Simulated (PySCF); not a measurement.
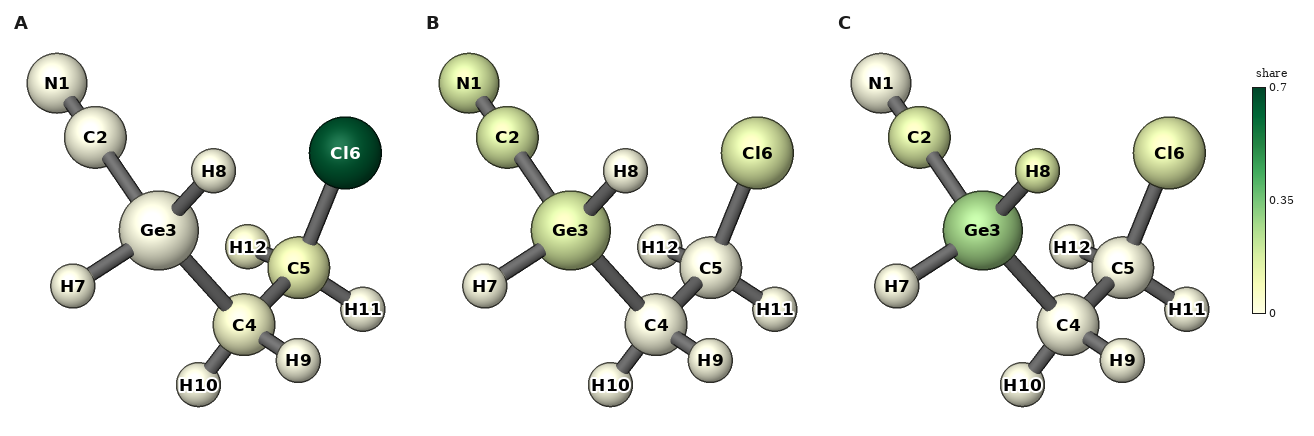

Each panel colours the atoms by their Löwdin share in one orbital (up to four of the largest shares; other atoms are shown as zero). Computed geometry: GFN2-xTB optimisation. No frequency run is at hand to confirm it as a minimum. Method: B3LYP/def2-SVPD (PySCF 2.14.0).

### The panels show the HOMO, LUMO, LUMO+1, in some order. Which is which?

A: HOMO, −8.55 eV; Cl6 0.65, C5 0.11, C4 0.05, H12 0.05
B: LUMO, −0.67 eV; Ge3 0.16, N1 0.16, C2 0.15, Cl6 0.14
C: LUMO+1, −0.34 eV; Ge3 0.27, C2 0.15, H8 0.14, Cl6 0.13

The geometry is semi-empirical. Around Ge such bond lengths and angles can be off by a tenth of an ångström or more and by several degrees, and values that hang on the shape move with them.
